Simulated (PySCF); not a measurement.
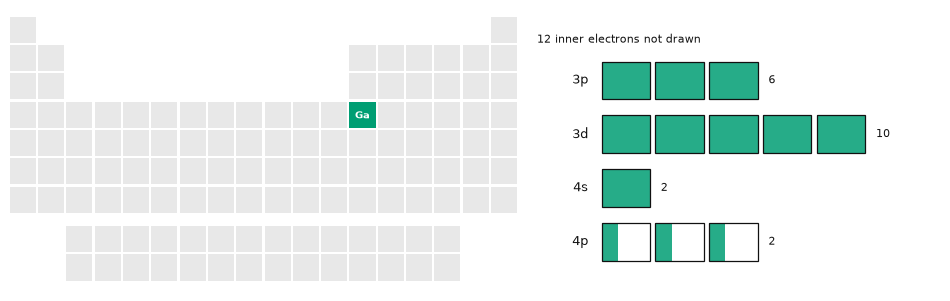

Left, the place of gallium in the periodic table; right, the outer shells of the nominal configuration: a box for each of the 2l + 1 orbitals, shaded by the share of the shell that is filled, with the electron count at the right.

## Ga⁻: atomic calculation

- system: Ga⁻, configuration 1s2 2s2 2p6 3s2 3p6 3d10 4s2 4p2, multiplicity 3.
- method: unrestricted MN15, aug-cc-pVQZ-PP plus 1 even-tempered diffuse shell per l with ECP10, scalar-relativistic core potential (PySCF)

**The input**
```python
from pyscf import gto, scf, dft, mp, cc
import basis_set_exchange as bse
txt = bse.get_basis("aug-cc-pVQZ-PP", elements=["Ga"], fmt="nwchem", header=False, augment_diffuse=1)
cut = txt.index("\nECP")
mol = gto.M(atom="Ga 0 0 0", charge=-1, spin=2, symmetry="D2h",
            basis=gto.basis.parse(txt[:cut]),
            ecp={"Ga": gto.basis.parse_ecp(txt[cut:])})
mf = dft.UKS(mol, xc="MN15")
mf.irrep_nelec = {'Ag': (4, 4), 'B1g': (1, 1), 'B2g': (1, 1), 'B3g': (1, 1), 'B1u': (2, 1), 'B2u': (2, 1), 'B3u': (1, 1)}
mf.kernel()
```

The script is an equivalent of what the driver set up; the driver started from orbitals of its own, so the log can be shorter than this script's would be, and it computed the properties (radii, ⟨L²⟩, response) afterwards. It held the occupations shell by shell, which the script's counts by irreducible representation don't always enforce.

Hardware: 1 CPU thread, shared host.

The run was one of a batch that the task file lists, launched with:
```bash
OMP_NUM_THREADS=1 python <driver script> TASK.json OUT
```

**Log (extracts)**
```
damping factor = 0
level_shift factor = 0
DIIS = <class 'pyscf.scf.diis.CDIIS'>
diis_start_cycle = 1
diis_space = 10
diis_damp = 0
SCF conv_tol = 1e-09
SCF conv_tol_grad = None
number electrons alpha = 12  beta = 10
XC functionals = MN15
    H. S. Yu, X. He, S. L. Li, and D. G. Truhlar.,  Chem. Sci. 7, 5032-5051 (2016)
    H. S. Yu, X. He, S. L. Li, and D. G. Truhlar.,  Chem. Sci. 7, 5032-5051 (2016)
cycle= 1 E= -259.827565463744  delta_E= -0.037  |g|= 0.205  |ddm|= 7.83
cycle= 2 E= -259.824989435775  delta_E= 0.00258  |g|= 0.24  |ddm|= 2.86
cycle= 3 E= -259.835179295437  delta_E= -0.0102  |g|= 0.00463  |ddm|= 1.65
cycle= 4 E= -259.835251685707  delta_E= -7.24e-05  |g|= 0.00349  |ddm|= 0.0574
cycle= 5 E= -259.835296967204  delta_E= -4.53e-05  |g|= 0.00124  |ddm|= 0.0391
cycle= 6 E= -259.835342469975  delta_E= -4.55e-05  |g|= 0.000875  |ddm|= 0.0611
cycle= 7 E= -259.835367277676  delta_E= -2.48e-05  |g|= 0.000424  |ddm|= 0.109
cycle= 8 E= -259.835369601772  delta_E= -2.32e-06  |g|= 0.000342  |ddm|= 0.0353
cycle= 9 E= -259.835370613561  delta_E= -1.01e-06  |g|= 3.58e-05  |ddm|= 0.00887
cycle= 10 E= -259.835370661862  delta_E= -4.83e-08  |g|= 9.85e-06  |ddm|= 0.00376
cycle= 11 E= -259.835370663537  delta_E= -1.67e-09  |g|= 1.54e-06  |ddm|= 0.000557
cycle= 12 E= -259.835370663543  delta_E= -5.51e-12  |g|= 4.6e-07  |ddm|= 3.06e-05
converged SCF energy = -259.835370663543  <S^2> = 2.003542  2S+1 = 3.0023604
```

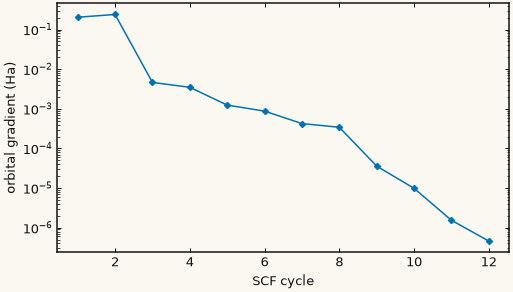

Convergence: orbital gradient against the SCF cycle. The residual falls almost steadily, with no more than small rises or pauses. It goes from 0.20 to 4.6×10⁻⁷ in 12 steps.

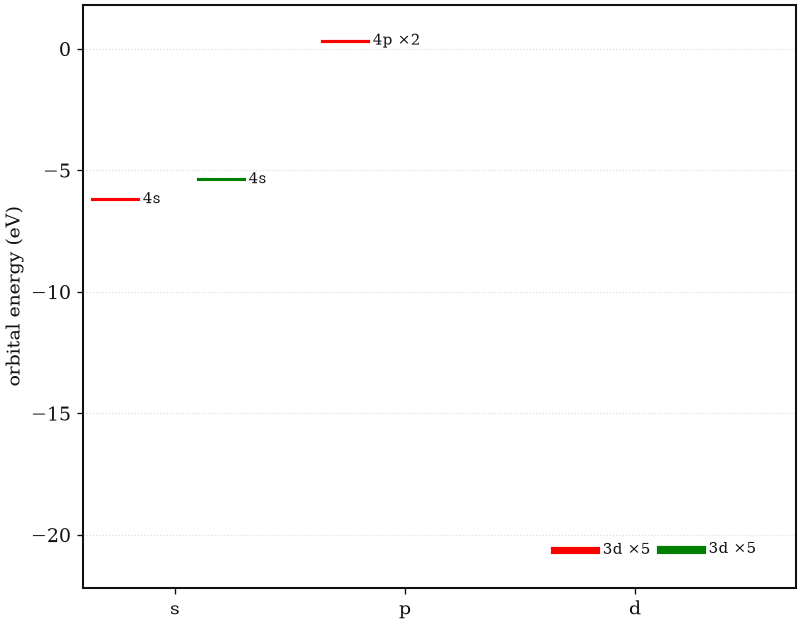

Orbital energies of the mean field, from the top down to −20.7 eV, by angular momentum, α spin at the left of each column and β at the right; ×n counts the orbitals under one label. The highest filled orbital is 4p α at 0.332 eV, the lowest empty one p α at 1.43 eV. A filled level above zero isn't a property of the atom (see the remarks).

**Key numbers**

- outcome: converged; a filled orbital lies above zero
- total energy (valence electrons, under a core potential): −259.835371 hartree
- ⟨S²⟩: 2.004
- ⟨L²⟩: 2.01
- SCF iterations: 12
- CPU time: 7.2 s (integrals apart)

**Remarks**

The highest filled orbital (4p, 0.332 eV) lies above zero. That is common for anions, where the functional's self-interaction leaves the outer electrons unbound; only the finite basis holds them, so such levels depend on it.
